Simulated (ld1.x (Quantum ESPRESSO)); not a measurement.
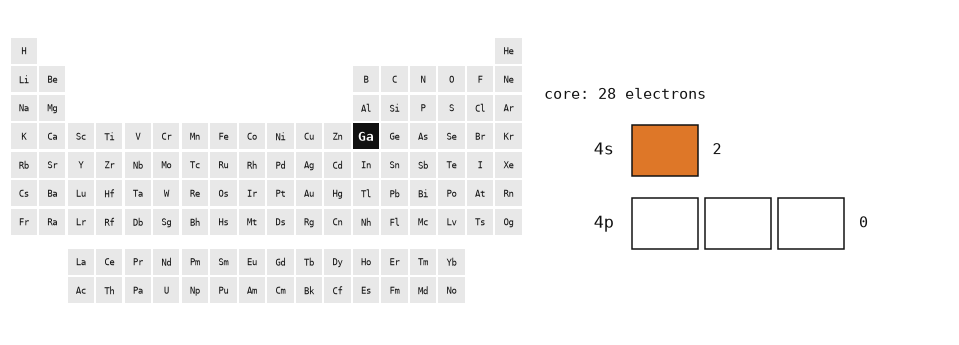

Left, the place of gallium in the periodic table; right, the valence shells of the reference configuration: a box for each of the 2l + 1 orbitals, shaded by the share of the shell that is filled, with the electron count at the right.

# Run report: Ga, pseudopotential generation (part 1 of 2)

Gallium (Ga, Z = 31), core [Ar] 3d10, reference valence 4s2 4p0 (an ion of charge +1), valence charge 3. Computed at this level: RRKJ potential, PBEsol, scalar-relativistic, made with ld1.x (Quantum ESPRESSO) 7.5.

### The input
```
 &input
   title='Ga', zed=31., rel=1, dft='PBESOL', iswitch=3,
   config='[Ar] 3d10 4s2 4p0',
   nld=2, rlderiv=2.70, eminld=-3.0, emaxld=5.0, deld=0.02
 /
 &inputp
   pseudotype=2, tm=.false., rho0=0.01, lloc=0,
   nlcc=.true., rcore=1.70,
   file_pseudopw='Ga.UPF', file_wfcaegen='ae.wfc', file_wfcncgen='nc.wfc', file_beta='beta', file_chi='chi'
 /
2
4P  2  1   0.00   0.00  2.50  2.50  0.0
4S  1  0   2.00   0.00  2.10  2.10  0.0
 &test
   configts(1)='4s2 4p0'
 /
```

### Input of the test run
```
 &input
   title='Ga', zed=31., rel=1, dft='PBESOL', iswitch=2,
   config='[Ar] 3d10 4s2 4p0'
 /
 &test
   file_pseudo='Ga.UPF', nconf=8,
   configts(1)='4s2 4p0',
   configts(2)='4s2 4p1',
   configts(3)='4s1 4p0',
   configts(4)='4s2 4p0.5',
   configts(5)='4s1 4p1',
   configts(6)='4s1 4p2',
   configts(7)='4s0 4p3',
   configts(8)='4s2 4p1.3'
 /
```

Command:
```bash
ld1.x < Ga.in > Ga.out
```

### The program's output
```
     Program LD1 v.7.5
     --------------------------- All-electron run ----------------------------

     Ga
     scalar relativistic calculation

     atomic number is 31.00
     dft =PBESOL   lsd =0 sic =0 latt =0  beta=0.20 tr2=1.0E-14
     Exchange-correlation= PBESOL
                           (   1   4  10   8   0   0   0)
     mesh =1205 r(mesh) = 101.09016 a.u. xmin = -7.00 dx = 0.01250
     1 Ry =  13.60569312 eV, c = 137.03599908

     n l     nl                  e(Ry)          e(Ha)          e(eV)
     1 0     1S 1( 2.00)      -751.8546      -375.9273    -10229.5031
     2 0     2S 1( 2.00)       -93.3071       -46.6535     -1269.5075
     2 1     2P 1( 6.00)       -81.3289       -40.6645     -1106.5363
     3 0     3S 1( 2.00)       -11.4721        -5.7361      -156.0864
     3 1     3P 1( 6.00)        -7.8640        -3.9320      -106.9947
     3 2     3D 1(10.00)        -2.0181        -1.0091       -27.4578
     4 0     4S 1( 2.00)        -1.2026        -0.6013       -16.3619
     4 1     4P 1( 0.00)        -0.6653        -0.3326        -9.0514

     final scf error:  2.6E-15 reached in  32 iterations

     Etot =   -3884.502444 Ry,   -1942.251222 Ha,  -52851.348190 eV

     Ekin =    3950.192100 Ry,    1975.096050 Ha,   53745.101484 eV
     Encl =   -9346.556498 Ry,   -4673.278249 Ha, -127166.379466 eV
     Eh   =    1659.429207 Ry,     829.714603 Ha,   22577.684545 eV
     Exc  =    -147.567253 Ry,     -73.783626 Ha,   -2007.754753 eV

     normalization and overlap integrals

     s(1S/1S) =  1.000000  <r> =   0.0486  <r2> =    0.0032  r(max) =   0.0319
     s(2S/2S) =  1.000000  <r> =   0.2180  <r2> =    0.0561  r(max) =   0.1833
     s(2P/2P) =  1.000000  <r> =   0.1908  <r2> =    0.0446  r(max) =   0.1464
     s(3S/3S) =  1.000000  <r> =   0.6524  <r2> =    0.4916  r(max) =   0.5647
     s(3P/3P) =  1.000000  <r> =   0.6796  <r2> =    0.5451  r(max) =   0.5647
     s(3D/3D) =  1.000000  <r> =   0.8078  <r2> =    0.8532  r(max) =   0.5305
     s(4S/4S) =  1.000000  <r> =   2.2101  <r2> =    5.6120  r(max) =   1.8515
     s(4P/4P) =  1.000000  <r> =   2.8394  <r2> =    9.3842  r(max) =   2.3187

     ------------------------ End of All-electron run ------------------------

     --------------------- Generating NC pseudopotential ---------------------

      Generating local pot.: lloc=0, matching radius rcloc =   2.1000

      Computing core charge for nlcc:

       r > 1.72 : true rho core
       r < 1.72 : rho core = a sin(br)/r    a=   1.65  b=   1.56

      Integrated core pseudo-charge :   2.40

      Wfc   4P  rcut= 2.499  Estimated cut-off energy=       27.96 Ry
      This function has    0 nodes for 0 < r <    2.499

     ------------------- End of pseudopotential generation -------------------

     --------------------------- All-electron run ----------------------------

     Ga
     scalar relativistic calculation

     atomic number is 31.00
     dft =PBESOL   lsd =0 sic =0 latt =0  beta=0.20 tr2=1.0E-14
     Exchange-correlation= PBESOL
                           (   1   4  10   8   0   0   0)
     mesh =1205 r(mesh) = 101.09016 a.u. xmin = -7.00 dx = 0.01250
     1 Ry =  13.60569312 eV, c = 137.03599908

     n l     nl                  e(Ry)          e(Ha)          e(eV)
     1 0     1S 1( 2.00)      -751.8546      -375.9273    -10229.5031
     2 0     2S 1( 2.00)       -93.3071       -46.6535     -1269.5075
     2 1     2P 1( 6.00)       -81.3289       -40.6645     -1106.5363
     3 0     3S 1( 2.00)       -11.4721        -5.7361      -156.0864
     3 1     3P 1( 6.00)        -7.8640        -3.9320      -106.9947
     3 2     3D 1(10.00)        -2.0181        -1.0091       -27.4578
     4 0     4S 1( 2.00)        -1.2026        -0.6013       -16.3619
     4 1     4P 1( 0.00)        -0.6653        -0.3326        -9.0514

     final scf error:  2.6E-15 reached in  32 iterations

     Etot =   -3884.502444 Ry,   -1942.251222 Ha,  -52851.348190 eV

     Ekin =    3950.192100 Ry,    1975.096050 Ha,   53745.101484 eV
     Encl =   -9346.556498 Ry,   -4673.278249 Ha, -127166.379466 eV
     Eh   =    1659.429207 Ry,     829.714603 Ha,   22577.684545 eV
     Exc  =    -147.567253 Ry,     -73.783626 Ha,   -2007.754753 eV

     normalization and overlap integrals

     s(1S/1S) =  1.000000  <r> =   0.0486  <r2> =    0.0032  r(max) =   0.0319
     s(2S/2S) =  1.000000  <r> =   0.2180  <r2> =    0.0561  r(max) =   0.1833
     s(2P/2P) =  1.000000  <r> =   0.1908  <r2> =    0.0446  r(max) =   0.1464
     s(3S/3S) =  1.000000  <r> =   0.6524  <r2> =    0.4916  r(max) =   0.5647
     s(3P/3P) =  1.000000  <r> =   0.6796  <r2> =    0.5451  r(max) =   0.5647
     s(3D/3D) =  1.000000  <r> =   0.8078  <r2> =    0.8532  r(max) =   0.5305
     s(4S/4S) =  1.000000  <r> =   2.2101  <r2> =    5.6120  r(max) =   1.8515
     s(4P/4P) =  1.000000  <r> =   2.8394  <r2> =    9.3842  r(max) =   2.3187

     ------------------------ End of All-electron run ------------------------

     Computing logarithmic derivative in   2.71090
     Computing logarithmic derivative in   2.71090
     Computing the partial wave expansion
       no projector for channel:   0
     R is outside the sphere for l=    1 j= 0.00

     ---------------------- Testing the pseudopotential ----------------------

     Ga
     scalar relativistic calculation

     atomic number is 31.00   valence charge is  3.00
     dft =PBESOL   lsd =0 sic =0 latt =0  beta=0.20 tr2=1.0E-14
     mesh =1205 r(mesh) = 101.09016 xmin = -7.00 dx = 0.01250

     n l     nl             e AE (Ry)        e PS (Ry)    De AE-PS (Ry)
     1 0     4S   1( 2.00)       -1.20258       -1.20258        0.00000
     2 1     4P   1( 0.00)       -0.66527       -0.66527        0.00000

     eps = 8.0E-15  iter =  8

     Etot =   -3884.502444 Ry,   -1942.251222 Ha,  -52851.348190 eV
     Etotps =    -5.653410 Ry,      -2.826705 Ha,     -76.918558 eV

     Ekin =       1.007826 Ry,       0.503913 Ha,      13.712171 eV
     Encl =      -5.266486 Ry,      -2.633243 Ha,     -71.654194 eV
     Ehrt =       1.631100 Ry,       0.815550 Ha,      22.192244 eV
     Ecxc =      -3.025849 Ry,      -1.512925 Ha,     -41.168779 eV
     (Ecc =      -1.766818 Ry,      -0.883409 Ha,     -24.038787 eV)

     ---------------------- End of pseudopotential test ----------------------
```

### Output of the test run (extracts)
```
     ---------------------- Testing the pseudopotential ----------------------

     Ga
     scalar relativistic calculation

     atomic number is 31.00   valence charge is  3.00
     dft =PBESOL   lsd =0 sic =0 latt =0  beta=0.20 tr2=1.0E-14
     mesh =1205 r(mesh) = 101.09016 xmin = -7.00 dx = 0.01250

     n l     nl             e AE (Ry)        e PS (Ry)    De AE-PS (Ry)
     1 0     4S   1( 2.00)       -1.20258       -1.20258        0.00000
     2 1     4P   1( 0.00)       -0.66527       -0.66527        0.00000

     eps = 6.4E-15  iter = 10

     Etot =   -3884.502444 Ry,   -1942.251222 Ha,  -52851.348190 eV
     Etotps =    -5.653410 Ry,      -2.826705 Ha,     -76.918558 eV

     Ekin =       1.007826 Ry,       0.503913 Ha,      13.712172 eV
     Encl =      -5.266486 Ry,      -2.633243 Ha,     -71.654194 eV
     Ehrt =       1.631100 Ry,       0.815550 Ha,      22.192244 eV
     Ecxc =      -3.025849 Ry,      -1.512925 Ha,     -41.168779 eV
     (Ecc =      -1.766818 Ry,      -0.883409 Ha,     -24.038787 eV)

     ---------------------- End of pseudopotential test ----------------------

     ---------------------- Testing the pseudopotential ----------------------

     Ga
     scalar relativistic calculation

     atomic number is 31.00   valence charge is  3.00
     dft =PBESOL   lsd =0 sic =0 latt =0  beta=0.20 tr2=1.0E-14
     mesh =1205 r(mesh) = 101.09016 xmin = -7.00 dx = 0.01250

     n l     nl             e AE (Ry)        e PS (Ry)    De AE-PS (Ry)
     1 0     4S   1( 2.00)       -0.65871       -0.65646       -0.00225
     2 1     4P   1( 1.00)       -0.18894       -0.18817       -0.00077

     eps = 9.7E-15  iter = 12

     Etot =   -3884.919876 Ry,   -1942.459938 Ha,  -52857.027641 eV
     Etotps =    -6.070146 Ry,      -3.035073 Ha,     -82.588544 eV
     dEtot_ae =      -0.417432 Ry
     dEtot_ps =      -0.416736 Ry,   Delta E=      -0.000696 Ry

     Ekin =       1.417021 Ry,       0.708511 Ha,      19.279558 eV
     Encl =      -7.155953 Ry,      -3.577976 Ha,     -97.361700 eV
     Ehrt =       3.057269 Ry,       1.528635 Ha,      41.596265 eV
     Ecxc =      -3.403329 Ry,      -1.701665 Ha,     -46.304651 eV
     (Ecc =      -1.766818 Ry,      -0.883409 Ha,     -24.038787 eV)
     Epseu=       0.014845 Ry,       0.007423 Ha,       0.201983 eV

     ---------------------- End of pseudopotential test ----------------------

     ---------------------- Testing the pseudopotential ----------------------

     Ga
     scalar relativistic calculation

     atomic number is 31.00   valence charge is  3.00
     dft =PBESOL   lsd =0 sic =0 latt =0  beta=0.20 tr2=1.0E-14
     mesh =1205 r(mesh) = 101.09016 xmin = -7.00 dx = 0.01250

     n l     nl             e AE (Ry)        e PS (Ry)    De AE-PS (Ry)
     1 0     4S   1( 1.00)       -1.91329       -1.93312        0.01982  !
     2 1     4P   1( 0.00)       -1.29739       -1.30969        0.01231  !

     eps = 3.5E-15  iter =  8

     Etot =   -3882.949002 Ry,   -1941.474501 Ha,  -52830.212540 eV
     Etotps =    -4.091296 Ry,      -2.045648 Ha,     -55.664915 eV
     dEtot_ae =       1.553442 Ry
     dEtot_ps =       1.562114 Ry,   Delta E=      -0.008672 Ry

     Ekin =       0.587770 Ry,       0.293885 Ha,       7.997022 eV
     Encl =      -2.707462 Ry,      -1.353731 Ha,     -36.836898 eV
     Ehrt =       0.437339 Ry,       0.218670 Ha,       5.950307 eV
     Ecxc =      -2.408944 Ry,      -1.204472 Ha,     -32.775346 eV
     (Ecc =      -1.766818 Ry,      -0.883409 Ha,     -24.038787 eV)

     ---------------------- End of pseudopotential test ----------------------

     ---------------------- Testing the pseudopotential ----------------------

     Ga
     scalar relativistic calculation

     atomic number is 31.00   valence charge is  3.00
     dft =PBESOL   lsd =0 sic =0 latt =0  beta=0.20 tr2=1.0E-14
     mesh =1205 r(mesh) = 101.09016 xmin = -7.00 dx = 0.01250

     n l     nl             e AE (Ry)        e PS (Ry)    De AE-PS (Ry)
     1 0     4S   1( 2.00)       -0.91545       -0.91354       -0.00190
     2 1     4P   1( 0.50)       -0.41271       -0.41178       -0.00093

     eps = 8.4E-15  iter =  8

     Etot =   -3884.770904 Ry,   -1942.385452 Ha,  -52855.000767 eV
     Etotps =    -5.921615 Ry,      -2.960807 Ha,     -80.567674 eV
     dEtot_ae =      -0.268459 Ry
     dEtot_ps =      -0.268205 Ry,   Delta E=      -0.000254 Ry

     Ekin =       1.254906 Ry,       0.627453 Ha,      17.073861 eV
     Encl =      -6.281774 Ry,      -3.140887 Ha,     -85.467893 eV
     Ehrt =       2.325852 Ry,       1.162926 Ha,      31.644826 eV
     Ecxc =      -3.229410 Ry,      -1.614705 Ha,     -43.938356 eV
     (Ecc =      -1.766818 Ry,      -0.883409 Ha,     -24.038787 eV)
     Epseu=       0.008812 Ry,       0.004406 Ha,       0.119888 eV

     ---------------------- End of pseudopotential test ----------------------

     ---------------------- Testing the pseudopotential ----------------------

     Ga
     scalar relativistic calculation

     atomic number is 31.00   valence charge is  3.00
     dft =PBESOL   lsd =0 sic =0 latt =0  beta=0.20 tr2=1.0E-14
     mesh =1205 r(mesh) = 101.09016 xmin = -7.00 dx = 0.01250

     n l     nl             e AE (Ry)        e PS (Ry)    De AE-PS (Ry)
     1 0     4S   1( 1.00)       -1.28250       -1.28891        0.00641  !
     2 1     4P   1( 1.00)       -0.73138       -0.73395        0.00257

     eps = 3.7E-15  iter =  7

     Etot =   -3883.958198 Ry,   -1941.979099 Ha,  -52843.943343 eV
     Etotps =    -5.107235 Ry,      -2.553618 Ha,     -69.487479 eV
     dEtot_ae =       0.544246 Ry
     dEtot_ps =       0.546174 Ry,   Delta E=      -0.001928 Ry

     Ekin =       1.274556 Ry,       0.637278 Ha,      17.341218 eV
     Encl =      -4.991423 Ry,      -2.495711 Ha,     -67.911767 eV
     Ehrt =       1.462707 Ry,       0.731354 Ha,      19.901148 eV
     Ecxc =      -2.873883 Ry,      -1.436942 Ha,     -39.101171 eV
     (Ecc =      -1.766818 Ry,      -0.883409 Ha,     -24.038787 eV)
     Epseu=       0.020807 Ry,       0.010403 Ha,       0.283093 eV

     ---------------------- End of pseudopotential test ----------------------

     ---------------------- Testing the pseudopotential ----------------------

     Ga
     scalar relativistic calculation

     atomic number is 31.00   valence charge is  3.00
     dft =PBESOL   lsd =0 sic =0 latt =0  beta=0.20 tr2=1.0E-14
     mesh =1205 r(mesh) = 101.09016 xmin = -7.00 dx = 0.01250

     n l     nl             e AE (Ry)        e PS (Ry)    De AE-PS (Ry)
     1 0     4S   1( 1.00)       -0.73917       -0.74115        0.00198
     2 1     4P   1( 2.00)       -0.24653       -0.24650       -0.00003

     eps = 5.5E-15  iter = 11

     Etot =   -3884.438386 Ry,   -1942.219193 Ha,  -52850.476640 eV
     Etotps =    -5.588376 Ry,      -2.794188 Ha,     -76.033731 eV
     dEtot_ae =       0.064058 Ry
     dEtot_ps =       0.065034 Ry,   Delta E=      -0.000976 Ry

     Ekin =       1.647035 Ry,       0.823518 Ha,      22.409055 eV
     Encl =      -6.844963 Ry,      -3.422481 Ha,     -93.130463 eV
     Ehrt =       2.838537 Ry,       1.419269 Ha,      38.620267 eV
     Ecxc =      -3.261779 Ry,      -1.630889 Ha,     -44.378761 eV
     (Ecc =      -1.766818 Ry,      -0.883409 Ha,     -24.038787 eV)
     Epseu=       0.032793 Ry,       0.016396 Ha,       0.446171 eV

     ---------------------- End of pseudopotential test ----------------------
```

(Continued in part 2.) Outcome of the run: generated.
